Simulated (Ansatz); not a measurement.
# CH₅BCl₂Se: up Jacob's ladder to CCSD(T)

Aim: compute CH₅BCl₂Se with functionals from several rungs and with coupled cluster. The yardstick is the atomisation energy at the CCSD(T) limit.

Method: functionals in def2-TZVPP, the program's frozen cores in correlated methods; program: Ansatz 0.2.0, Gaussian basis.

The runs, in order: LDA (SPW92), PBE-D4, revPBE-D4, BLYP-D4, r2SCAN-D4, B97M-V, PBE0-D4, B3LYP-D4, r2SCANh-D4, r2SCAN0-D4, HSE06-D4, BHLYP-D4, CAM-B3LYP-D4, LC-ωPBE, ωB97X-V, ωB97M-V, B2PLYP, PBE-QIDH; CCSD(T)/def2-SVP; CCSD(T)/def2-TZVPP; MP2/def2-QZVPP; extrapolation to the limit; RPA on PBE.

### Step 1. The relaxed structure

The geometry comes from an earlier relaxation with PBE0-D4 in a triple-zeta def2 set; it is a stationary point, not always the lowest conformer.

10 atoms, charge 0, spin multiplicity 1.

Atoms are counted from 1 here; the program's logs count them from 0.

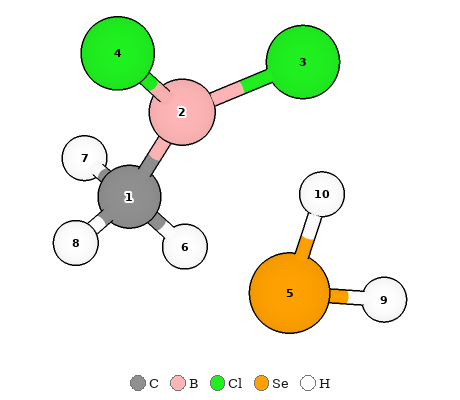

The geometry (carbon grey, boron pink, chlorine green, selenium orange, hydrogen white); atoms are numbered from 1 in the order of the file.

### Step 2. LDA

This LDA is Slater exchange with PW92 correlation.

Contents of in.yaml:

```yaml
crystal:
  periodic: [false, false, false]
  atoms:
    - {symbol: C, position_ang: [-1.017271, -1.120576, 0.216347]}
    - {symbol: B, position_ang: [0.363655, -0.887008, -0.449332]}
    - {symbol: Cl, position_ang: [1.854278, -1.025702, 0.469515]}
    - {symbol: Cl, position_ang: [0.508500, -0.650982, -2.183716]}
    - {symbol: Se, position_ang: [0.167109, 2.513478, 0.085257]}
    - {symbol: H, position_ang: [-1.020036, -0.851722, 1.273039]}
    - {symbol: H, position_ang: [-1.240796, -2.193940, 0.154291]}
    - {symbol: H, position_ang: [-1.819530, -0.595238, -0.302738]}
    - {symbol: H, position_ang: [0.855996, 2.422757, 1.377141]}
    - {symbol: H, position_ang: [1.431194, 2.337732, -0.636802]}
basis:
  gaussian: {orbitals: def2-TZVPP}
hamiltonian: {xc: lda}
output: {orbitals: {seedname: orbitals}}
```

On the command line:

```console
$ ansatz run in.yaml --threads 4 --pin off --events-out ev --progress --plain --max-ram 10444MiB
```

What it wrote, shortened:

```text
Functional definition: SPW92
  name "SPW92"
  cite "Dirac, Proc. Camb. Phil. Soc. 26, 376 (1930) doi:10.1017/S0305004100016108"
  cite "Slater, Phys. Rev. 81, 385 (1951) doi:10.1103/PhysRev.81.385"
  cite "Perdew & Wang, Phys. Rev. B 45, 13244 (1992) doi:10.1103/PhysRevB.45.13244"
[...]
1619 factors; their error is unknown
[...]
mean field -92001.16283352 eV, -3380.9803735040 hartree, gradient 6.9e-5 eV, S^2 0.000000; 0 other end points of the search recorded, 0 dependent functions left out
reference -92001.16287504 eV, -3380.9803750298 hartree; 42, 42 occupied and 222, 222 virtual orbitals, 1619 factors
Total energy: -92001.16287504 eV, -3380.9803750298 hartree
```

Wall time 1.8 s (4 threads of AMD EPYC 7R13, shared host); peak memory 0.41 GiB.

Atomisation energy: 3769.5 kJ/mol (free atoms -91962.094 eV, run apart). HOMO -6.27 eV, LUMO -2.25 eV.

### Step 3. PBE-D4 (GGA)

in.yaml, as its differences from that of step 2:

```diff
@@ -15,3 +15,3 @@
   gaussian: {orbitals: def2-TZVPP}
-hamiltonian: {xc: lda}
-output: {orbitals: {seedname: orbitals}}
+hamiltonian: {xc: pbe, dispersion: d4}
+output: {forces: true, orbitals: {seedname: orbitals}}
```

Launched as before.

What it wrote, shortened:

```text
Functional definition: PBE
  name "PBE"
  cite "Perdew, Burke & Ernzerhof, Phys. Rev. Lett. 77, 3865 (1996) doi:10.1103/PhysRevLett.77.3865"
  parent pbe
[...]
1619 factors; their error is unknown
[...]
mean field -92170.86862167 eV, -3387.2169461879 hartree, gradient 2.9e-5 eV, S^2 0.000000; 0 other end points of the search recorded, 0 dependent functions left out
[...]
Atom 6 at    -1.240796    -2.193940     0.154291 Å, force    -0.065325    -0.205260    -0.000385 eV/Å
Atom 7 at    -1.819530    -0.595238    -0.302738 Å, force    -0.168823     0.091054    -0.093491 eV/Å
Atom 8 at     0.855996     2.422757     1.377141 Å, force     0.145708    -0.018443     0.216567 eV/Å
Atom 9 at     1.431194     2.337732    -0.636802 Å, force     0.235473    -0.035071    -0.103170 eV/Å
Dipole moment:    -0.119873     0.045840     0.180830 e Å
```

Wall time 2.8 s (4 threads of AMD EPYC 7R13, shared host); peak memory 0.42 GiB.

Atomisation energy: 3363.4 kJ/mol (free atoms -92136.281 eV, run apart). HOMO -6.11 eV, LUMO -2.00 eV.

### Step 4. revPBE-D4 (GGA)

in.yaml, as its differences from that of step 3:

```diff
@@ -15,3 +15,3 @@
   gaussian: {orbitals: def2-TZVPP}
-hamiltonian: {xc: pbe, dispersion: d4}
-output: {forces: true, orbitals: {seedname: orbitals}}
+hamiltonian: {xc: {name: revPBE}, dispersion: d4}
+output: {orbitals: {seedname: orbitals}}
```

Launched as before.

What it wrote, shortened:

```text
Functional definition: revPBE
  name "revPBE"
  cite "Zhang & Yang, Phys. Rev. Lett. 80, 890 (1998) doi:10.1103/PhysRevLett.80.890"
  cite "Perdew, Burke & Ernzerhof, Phys. Rev. Lett. 77, 3865 (1996) doi:10.1103/PhysRevLett.77.3865"
[...]
1619 factors; their error is unknown
[...]
mean field -92183.15871209 eV, -3387.6685986802 hartree, gradient 5.5e-5 eV, S^2 0.000000; 0 other end points of the search recorded, 0 dependent functions left out
reference -92183.15876793 eV, -3387.6686007323 hartree; 42, 42 occupied and 222, 222 virtual orbitals, 1619 factors
Total energy: -92183.88076237 eV, -3387.6951335384 hartree
```

Wall time 2.7 s (4 threads of AMD EPYC 7R13, shared host); peak memory 0.41 GiB.

With the free atoms at this level, -92149.810 eV in sum, the atomisation energy is 3287.3 kJ/mol. HOMO -6.05 eV, LUMO -1.90 eV.

### Step 5. BLYP-D4 (GGA)

in.yaml, as its differences from that of step 4:

```diff
@@ -15,3 +15,3 @@
   gaussian: {orbitals: def2-TZVPP}
-hamiltonian: {xc: {name: revPBE}, dispersion: d4}
+hamiltonian: {xc: {name: BLYP}, dispersion: d4}
 output: {orbitals: {seedname: orbitals}}
```

The command is unchanged.

What it wrote, shortened:

```text
Functional definition: BLYP
  name "BLYP"
  cite "Becke, Phys. Rev. A 38, 3098 (1988) doi:10.1103/PhysRevA.38.3098"
  cite "Lee, Yang & Parr, Phys. Rev. B 37, 785 (1988) doi:10.1103/PhysRevB.37.785"
[...]
1619 factors; their error is unknown
[...]
mean field -92193.33264016 eV, -3388.0424836407 hartree, gradient 6.7e-5 eV, S^2 0.000000; 0 other end points of the search recorded, 0 dependent functions left out
reference -92193.33304765 eV, -3388.0424986154 hartree; 42, 42 occupied and 222, 222 virtual orbitals, 1619 factors
Total energy: -92193.90935430 eV, -3388.0636774943 hartree
```

Run time: 2.4 s. Hardware: 4 threads of AMD EPYC 7R13, shared host; peak memory 0.41 GiB.

Atomisation energy: 3277.9 kJ/mol (free atoms -92159.936 eV, run apart). HOMO -5.94 eV, LUMO -1.82 eV.

### Step 6. r2SCAN-D4 (meta-GGA)

in.yaml, as its differences from that of step 5:

```diff
@@ -15,3 +15,3 @@
   gaussian: {orbitals: def2-TZVPP}
-hamiltonian: {xc: {name: BLYP}, dispersion: d4}
-output: {orbitals: {seedname: orbitals}}
+hamiltonian: {xc: r2scan, dispersion: d4}
+output: {forces: true, orbitals: {seedname: orbitals}}
```

Same command.

What it wrote, shortened:

```text
Functional definition: r2SCAN
  name "r2SCAN"
  cite "Furness, Kaplan, Ning, Perdew & Sun, J. Phys. Chem. Lett. 11, 8208 (2020) doi:10.1021/acs.jpclett.0c02405"
  cite "Furness, Kaplan, Ning, Perdew & Sun, J. Phys. Chem. Lett. 11, 9248 (2020) doi:10.1021/acs.jpclett.0c03077"
  parent r2scan
[...]
1619 factors; their error is unknown
[...]
Atom 6 at    -1.240796    -2.193940     0.154291 Å, force    -0.007939     0.014006     0.006814 eV/Å
Atom 7 at    -1.819530    -0.595238    -0.302738 Å, force     0.005018    -0.022788     0.013106 eV/Å
Atom 8 at     0.855996     2.422757     1.377141 Å, force     0.004955    -0.000660    -0.022207 eV/Å
Atom 9 at     1.431194     2.337732    -0.636802 Å, force    -0.008035    -0.003664     0.022043 eV/Å
Dipole moment:    -0.125895     0.036330     0.192291 e Å
```

Run time: 5.5 s. Hardware: 4 threads of AMD EPYC 7R13, shared host; peak memory 0.44 GiB.

Atomisation energy: 3332.0 kJ/mol (free atoms -92156.215 eV, run apart). HOMO -6.40 eV, LUMO -1.69 eV.

### Step 7. B97M-V (meta-GGA)

in.yaml, as its differences from that of step 6:

```diff
@@ -15,3 +15,3 @@
   gaussian: {orbitals: def2-TZVPP}
-hamiltonian: {xc: r2scan, dispersion: d4}
-output: {forces: true, orbitals: {seedname: orbitals}}
+hamiltonian: {xc: {name: B97M-V}}
+output: {orbitals: {seedname: orbitals}}
```

Same command.

What it wrote, shortened:

```text
Functional definition: B97M-V
  name "B97M-V"
  cite "Mardirossian & Head-Gordon, J. Chem. Phys. 142, 074111 (2015) doi:10.1063/1.4907719"
  cite "Becke, J. Chem. Phys. 107, 8554 (1997) doi:10.1063/1.475007"
  cite "Vydrov & Van Voorhis, J. Chem. Phys. 133, 244103 (2010) doi:10.1063/1.3521275"
  # Of w^i u^j: cxij and so on, Table III.
[...]
  gx(w, u) = cx00 + cx01*u + cx02*u^2 + (cx10 + cx11*u)*w
[...]
  gos(w, u) = cos00 + cos01*u + cos03*u^3 + cos10*w + cos32*w^3*u^2
[...]
      + integral(e_c_pw_mod_opposite_spin*gos(b97_w_opposite, b97_u_opposite)) + vv10(b, c)
1619 factors; their error is unknown
[...]
mean field -92175.86492424 eV, -3387.4005569205 hartree, gradient 2.2e-5 eV, S^2 0.000000; 0 other end points of the search recorded, 0 dependent functions left out
reference -92175.86498736 eV, -3387.4005592403 hartree; 42, 42 occupied and 222, 222 virtual orbitals, 1619 factors
Total energy: -92175.86498736 eV, -3387.4005592403 hartree
```

Wall time 8.5 s (4 threads of AMD EPYC 7R13, shared host); peak memory 0.51 GiB.

With the free atoms at this level, -92141.260 eV in sum, the atomisation energy is 3338.9 kJ/mol. HOMO -6.46 eV, LUMO -1.56 eV.

### Step 8. PBE0-D4 (hybrid)

in.yaml, as its differences from that of step 7:

```diff
@@ -15,3 +15,3 @@
   gaussian: {orbitals: def2-TZVPP}
-hamiltonian: {xc: {name: B97M-V}}
+hamiltonian: {xc: pbe0, dispersion: d4}
 output: {orbitals: {seedname: orbitals}}
```

The command is unchanged.

What it wrote, shortened:

```text
Functional definition: PBE0
  name "PBE0"
  cite "Adamo & Barone, J. Chem. Phys. 110, 6158 (1999) doi:10.1063/1.478522"
  cite "Perdew, Burke & Ernzerhof, Phys. Rev. Lett. 77, 3865 (1996) doi:10.1103/PhysRevLett.77.3865"
  parent pbe
[...]
1706 factors; their error is unknown
[...]
mean field -92175.43094567 eV, -3387.3846085024 hartree, gradient 2.1e-5 eV, S^2 0.000000; 0 other end points of the search recorded, 0 dependent functions left out
reference -92175.43097863 eV, -3387.3846097134 hartree; 42, 42 occupied and 222, 222 virtual orbitals, 1706 factors
Total energy: -92175.66754827 eV, -3387.3933034875 hartree
```

It took 4.9 s on 4 threads of AMD EPYC 7R13, shared host; peak memory 0.93 GiB.

With the free atoms at this level, -92141.257 eV in sum, the atomisation energy is 3320.1 kJ/mol. HOMO -7.28 eV, LUMO -1.06 eV.

### Step 9. B3LYP-D4 (hybrid)

B3LYP here takes the VWN-RPA correlation.

in.yaml, as its differences from that of step 8:

```diff
@@ -15,3 +15,3 @@
   gaussian: {orbitals: def2-TZVPP}
-hamiltonian: {xc: pbe0, dispersion: d4}
-output: {orbitals: {seedname: orbitals}}
+hamiltonian: {xc: {name: B3LYP}, dispersion: d4}
+output: {forces: true, orbitals: {seedname: orbitals}}
```

The command is unchanged.

What it wrote, shortened:

```text
Functional definition: B3LYP
  name "B3LYP"
  cite "Stephens, Devlin, Chabalowski & Frisch, J. Phys. Chem. 98, 11623 (1994) doi:10.1021/j100096a001"
  cite "Becke, Phys. Rev. A 38, 3098 (1988) doi:10.1103/PhysRevA.38.3098"
  cite "Lee, Yang & Parr, Phys. Rev. B 37, 785 (1988) doi:10.1103/PhysRevB.37.785"
  cite "Vosko, Wilk & Nusair, Can. J. Phys. 58, 1200 (1980) doi:10.1139/p80-159"
[...]
1679 factors; their error is unknown
[...]
Atom 6 at    -1.240796    -2.193940     0.154291 Å, force    -0.006432     0.042533     0.011276 eV/Å
Atom 7 at    -1.819530    -0.595238    -0.302738 Å, force     0.028143    -0.030384     0.043750 eV/Å
Atom 8 at     0.855996     2.422757     1.377141 Å, force     0.021298     0.002390     0.055371 eV/Å
Atom 9 at     1.431194     2.337732    -0.636802 Å, force     0.042609    -0.002379    -0.030908 eV/Å
Dipole moment:    -0.130030     0.032633     0.182492 e Å
```

Run time: 7 s. Hardware: 4 threads of AMD EPYC 7R13, shared host; peak memory 0.95 GiB.

Atomisation energy: 3293.6 kJ/mol (free atoms -92162.076 eV, run apart). HOMO -7.04 eV, LUMO -1.23 eV.

### Step 10. r2SCANh-D4 (hybrid)

in.yaml, as its differences from that of step 9:

```diff
@@ -15,3 +15,3 @@
   gaussian: {orbitals: def2-TZVPP}
-hamiltonian: {xc: {name: B3LYP}, dispersion: d4}
-output: {forces: true, orbitals: {seedname: orbitals}}
+hamiltonian: {xc: {name: r2SCANh}, dispersion: d4}
+output: {orbitals: {seedname: orbitals}}
```

Same command.

What it wrote, shortened:

```text
Functional definition: r2SCANh
  name "r2SCANh"
  cite "Bursch, Neugebauer, Ehlert & Grimme, J. Chem. Phys. 156, 134105 (2022) doi:10.1063/5.0086040"
  cite "Furness, Kaplan, Ning, Perdew & Sun, J. Phys. Chem. Lett. 11, 8208 (2020) doi:10.1021/acs.jpclett.0c02405"
  cite "Furness, Kaplan, Ning, Perdew & Sun, J. Phys. Chem. Lett. 11, 9248 (2020) doi:10.1021/acs.jpclett.0c03077"
  parent r2scan
[...]
1622 factors; their error is unknown
[...]
mean field -92190.47171289 eV, -3387.9373465025 hartree, gradient 1.3e-5 eV, S^2 0.000000; 0 other end points of the search recorded, 0 dependent functions left out
reference -92190.47172416 eV, -3387.9373469167 hartree; 42, 42 occupied and 222, 222 virtual orbitals, 1622 factors
Total energy: -92190.54738617 eV, -3387.9401274443 hartree
```

It took 8 s on 4 threads of AMD EPYC 7R13, shared host; peak memory 0.93 GiB.

With the free atoms at this level, -92156.194 eV in sum, the atomisation energy is 3314.6 kJ/mol. HOMO -6.83 eV, LUMO -1.36 eV.

### Step 11. r2SCAN0-D4 (hybrid)

in.yaml, as its differences from that of step 10:

```diff
@@ -15,3 +15,3 @@
   gaussian: {orbitals: def2-TZVPP}
-hamiltonian: {xc: {name: r2SCANh}, dispersion: d4}
+hamiltonian: {xc: {name: r2SCAN0}, dispersion: d4}
 output: {orbitals: {seedname: orbitals}}
```

The command is unchanged.

What it wrote, shortened:

```text
Functional definition: r2SCAN0
  name "r2SCAN0"
  cite "Bursch, Neugebauer, Ehlert & Grimme, J. Chem. Phys. 156, 134105 (2022) doi:10.1063/5.0086040"
  cite "Furness, Kaplan, Ning, Perdew & Sun, J. Phys. Chem. Lett. 11, 8208 (2020) doi:10.1021/acs.jpclett.0c02405"
  cite "Furness, Kaplan, Ning, Perdew & Sun, J. Phys. Chem. Lett. 11, 9248 (2020) doi:10.1021/acs.jpclett.0c03077"
  parent r2scan
[...]
1706 factors; their error is unknown
[...]
mean field -92190.19630292 eV, -3387.9272253727 hartree, gradient 1.4e-5 eV, S^2 0.000000; 0 other end points of the search recorded, 0 dependent functions left out
reference -92190.19631268 eV, -3387.9272257314 hartree; 42, 42 occupied and 222, 222 virtual orbitals, 1706 factors
Total energy: -92190.28032536 eV, -3387.9303131405 hartree
```

It took 6 s on 4 threads of AMD EPYC 7R13, shared host; peak memory 0.95 GiB.

With the free atoms at this level, -92156.183 eV in sum, the atomisation energy is 3289.9 kJ/mol. HOMO -7.48 eV, LUMO -0.86 eV.

### Step 12. HSE06-D4 (hybrid)

HSE06 is the plane-wave form, built on full-range PBE exchange.

in.yaml, as its differences from that of step 11:

```diff
@@ -15,3 +15,3 @@
   gaussian: {orbitals: def2-TZVPP}
-hamiltonian: {xc: {name: r2SCAN0}, dispersion: d4}
+hamiltonian: {xc: hse06, dispersion: d4}
 output: {orbitals: {seedname: orbitals}}
```

Same command.

What it wrote, shortened:

```text
Functional definition: HSE06
  name "HSE06"
  cite "Heyd, Scuseria & Ernzerhof, J. Chem. Phys. 118, 8207 (2003) doi:10.1063/1.1564060"
  cite "Krukau, Vydrov, Izmaylov & Scuseria, J. Chem. Phys. 125, 224106 (2006) doi:10.1063/1.2404663"
  cite "Heyd & Scuseria, J. Chem. Phys. 120, 7274 (2004) doi:10.1063/1.1668634"
  cite "Ernzerhof & Perdew, J. Chem. Phys. 109, 3313 (1998) doi:10.1063/1.476928"
[...]
1706 factors; their error is unknown
113 factors; integrals over basis functions are off by at most 5.0e-7 eV
[...]
mean field -92174.96663670 eV, -3387.3675454623 hartree, gradient 2.8e-5 eV, S^2 0.000000; 0 other end points of the search recorded, 0 dependent functions left out
reference -92174.96668062 eV, -3387.3675470765 hartree; 42, 42 occupied and 222, 222 virtual orbitals, 1706 factors
Total energy: -92175.18975492 eV, -3387.3757449055 hartree
```

Wall time 4.8 s (4 threads of AMD EPYC 7R13, shared host); peak memory 0.97 GiB.

Atomisation energy: 3321.5 kJ/mol (free atoms -92140.764 eV, run apart). HOMO -6.89 eV, LUMO -1.44 eV.

### Step 13. BHLYP-D4 (hybrid)

in.yaml, as its differences from that of step 12:

```diff
@@ -15,3 +15,3 @@
   gaussian: {orbitals: def2-TZVPP}
-hamiltonian: {xc: hse06, dispersion: d4}
+hamiltonian: {xc: {name: BHLYP}, dispersion: d4}
 output: {orbitals: {seedname: orbitals}}
```

Launched as before.

What it wrote, shortened:

```text
Functional definition: BHLYP
  name "BHLYP"
  cite "Becke, J. Chem. Phys. 98, 1372 (1993) doi:10.1063/1.464304"
  cite "Becke, Phys. Rev. A 38, 3098 (1988) doi:10.1103/PhysRevA.38.3098"
  cite "Lee, Yang & Parr, Phys. Rev. B 37, 785 (1988) doi:10.1103/PhysRevB.37.785"
[...]
1878 factors; their error is unknown
[...]
mean field -92192.30773556 eV, -3388.0048190912 hartree, gradient 2.9e-5 eV, S^2 0.000000; 0 other end points of the search recorded, 0 dependent functions left out
reference -92192.30793889 eV, -3388.0048265636 hartree; 42, 42 occupied and 222, 222 virtual orbitals, 1878 factors
Total energy: -92192.66000480 eV, -3388.0177647471 hartree
```

Run time: 5.5 s. Hardware: 4 threads of AMD EPYC 7R13, shared host; peak memory 0.97 GiB.

Atomisation energy: 3218.9 kJ/mol (free atoms -92159.299 eV, run apart). HOMO -8.31 eV, LUMO 0.09 eV.

### Step 14. CAM-B3LYP-D4 (range-separated)

in.yaml, as its differences from that of step 13:

```diff
@@ -15,3 +15,3 @@
   gaussian: {orbitals: def2-TZVPP}
-hamiltonian: {xc: {name: BHLYP}, dispersion: d4}
+hamiltonian: {xc: {name: CAM-B3LYP}, dispersion: d4}
 output: {orbitals: {seedname: orbitals}}
```

The command is unchanged.

What it wrote, shortened:

```text
Functional definition: CAM-B3LYP
  name "CAM-B3LYP"
  cite "Yanai, Tew & Handy, Chem. Phys. Lett. 393, 51 (2004) doi:10.1016/j.cplett.2004.06.011"
  cite "Iikura, Tsuneda, Yanai & Hirao, J. Chem. Phys. 115, 3540 (2001) doi:10.1063/1.1383587"
  cite "Becke, Phys. Rev. A 38, 3098 (1988) doi:10.1103/PhysRevA.38.3098"
  cite "Lee, Yang & Parr, Phys. Rev. B 37, 785 (1988) doi:10.1103/PhysRevB.37.785"
[...]
1679 factors; their error is unknown
351 factors; integrals over basis functions are off by at most 1.1e-5 eV
[...]
mean field -92196.70528121 eV, -3388.1664259133 hartree, gradient 3.1e-5 eV, S^2 0.000000; 0 other end points of the search recorded, 0 dependent functions left out
reference -92196.70542806 eV, -3388.1664313097 hartree; 42, 42 occupied and 222, 222 virtual orbitals, 1679 factors
Total energy: -92196.95142006 eV, -3388.1754713490 hartree
```

It took 6 s on 4 threads of AMD EPYC 7R13, shared host; peak memory 1 GiB.

Atomisation energy: 3297.6 kJ/mol (free atoms -92162.774 eV, run apart). HOMO -8.59 eV, LUMO 0.12 eV.

### Step 15. LC-ωPBE (range-separated)

in.yaml, as its differences from that of step 14:

```diff
@@ -15,3 +15,3 @@
   gaussian: {orbitals: def2-TZVPP}
-hamiltonian: {xc: {name: CAM-B3LYP}, dispersion: d4}
+hamiltonian: {xc: {name: LC-wPBE}}
 output: {orbitals: {seedname: orbitals}}
```

Same command.

What it wrote, shortened:

```text
Functional definition: LC-wPBE
  name "LC-wPBE"
  cite "Vydrov & Scuseria, J. Chem. Phys. 125, 234109 (2006) doi:10.1063/1.2409292"
  cite "Heyd & Scuseria, J. Chem. Phys. 120, 7274 (2004) doi:10.1063/1.1668634"
  cite "Ernzerhof & Perdew, J. Chem. Phys. 109, 3313 (1998) doi:10.1063/1.476928"
  cite "Perdew, Burke & Ernzerhof, Phys. Rev. Lett. 77, 3865 (1996) doi:10.1103/PhysRevLett.77.3865"
  parent pbe
[...]
1619 factors; their error is unknown
429 factors; integrals over basis functions are off by at most 3.0e-5 eV
[...]
mean field -92176.81307201 eV, -3387.4354007083 hartree, gradient 3.2e-5 eV, S^2 0.000000; 0 other end points of the search recorded, 0 dependent functions left out
reference -92176.81307201 eV, -3387.4354007086 hartree; 42, 42 occupied and 222, 222 virtual orbitals, 1619 factors
Total energy: -92176.81307201 eV, -3387.4354007086 hartree
```

Run time: 3.5 s. Hardware: 4 threads of AMD EPYC 7R13, shared host; peak memory 0.58 GiB.

With the free atoms at this level, -92143.016 eV in sum, the atomisation energy is 3260.9 kJ/mol. HOMO -9.98 eV, LUMO 1.22 eV.

### Step 16. ωB97X-V (range-separated)

in.yaml, as its differences from that of step 15:

```diff
@@ -15,3 +15,3 @@
   gaussian: {orbitals: def2-TZVPP}
-hamiltonian: {xc: {name: LC-wPBE}}
+hamiltonian: {xc: {name: wB97X-V}}
 output: {orbitals: {seedname: orbitals}}
```

Same command.

What it wrote:

```text
Functional definition: wB97X-V
  name "wB97X-V"
  cite "Mardirossian & Head-Gordon, Phys. Chem. Chem. Phys. 16, 9904 (2014) doi:10.1039/C3CP54374A"
  cite "Becke, J. Chem. Phys. 107, 8554 (1997) doi:10.1063/1.475007"
  cite "Vydrov & Van Voorhis, J. Chem. Phys. 133, 244103 (2010) doi:10.1063/1.3521275"
  parameter omega = 0.3/bohr
  parameter cx = 0.167
  parameter cx1 = 0.603
  parameter cx2 = 1.194
  parameter css0 = 0.556
  parameter css1 = -0.257
  parameter cos0 = 1.219
  parameter cos1 = -1.850
  parameter b = 6.0
  parameter c = 0.01
  exchange = spin_sum(e_x_unif_sr(omega)*poly(b97_u_x, 1 - cx, cx1, cx2)) + cx*exact_x_sr(omega) + exact_x_lr(omega)
  correlation = spin_sum(e_c_pw_same_spin*poly(b97_u_same, css0, css1))
      + integral(e_c_pw_opposite_spin*poly(b97_u_opposite, cos0, cos1)) + vv10(b, c)
1673 factors; their error is unknown
330 factors; integrals over basis functions are off by at most 1.8e-5 eV
mean field evaluation 1: about -92180.4437 eV, gradient 3.5e1 eV
mean field evaluation 2: about -92182.2066 eV, gradient 2.3e1 eV
mean field evaluation 4: about -92183.3176 eV, gradient 8.6e-1 eV
mean field evaluation 8: about -92183.6261 eV, gradient 4.5e-1 eV
mean field evaluation 16: about -92183.6264 eV, gradient 2.2e-5 eV
mean field -92183.62636380 eV, -3387.6857845634 hartree, gradient 2.2e-5 eV, S^2 0.000000; 0 other end points of the search recorded, 0 dependent functions left out
reference -92183.62636169 eV, -3387.6857844859 hartree; 42, 42 occupied and 222, 222 virtual orbitals, 1673 factors
Total energy: -92183.62636169 eV, -3387.6857844859 hartree
```

Run time: 9 s. Hardware: 4 threads of AMD EPYC 7R13, shared host; peak memory 1.1 GiB.

With the free atoms at this level, -92149.343 eV in sum, the atomisation energy is 3307.9 kJ/mol. HOMO -9.62 eV, LUMO 1.19 eV.

(Part 1 of 2 ends here.)
